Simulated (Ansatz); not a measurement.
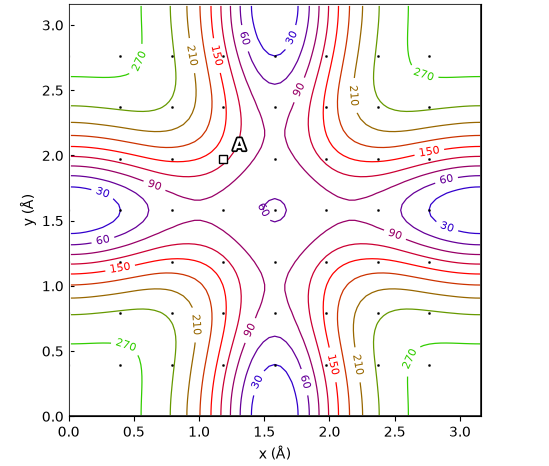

Cl on a Mo(100) slab cut from the Im-3m phase, its upper half relaxed before the scan (16 atoms of substrate and one adsorbate in a 2 × 2 cell). Cl is moved over the surface cell; relaxed at each place: the height of the adsorbate's atoms; substrate rigid; the origin of the map has the adsorbate above Mo13. Places are given modulo a cell vector. The map is drawn in real space over the plane of the surface. The scan uses an 8 × 8 grid; 15 points were computed and 49 follow by symmetry. Places are given in fractions of the 1 × 1 surface cell. All energies are given in meV relative to the lowest grid point. Computed with DFT PBE, scalar-relativistic, plane waves, PAW (Ansatz). Settings: cutoff 420 eV, k-mesh 4×4×1, gaussian smearing 0.1 eV, no spin polarisation.

The picture shows contour lines labelled in meV, dots at the grid points, the outline of one cell of the plane, the point A. Between grid points the surface is interpolated.

### Which way does the force act at A, and how strong is it?

A, at (3/8, 5/8) of the cell vectors, is not a stationary point. The computed force is 0.23 eV/Å in the plane, pointing down and right in the picture (components 0.16 and −0.16 eV/Å).

PAW datasets: the set soft_1.
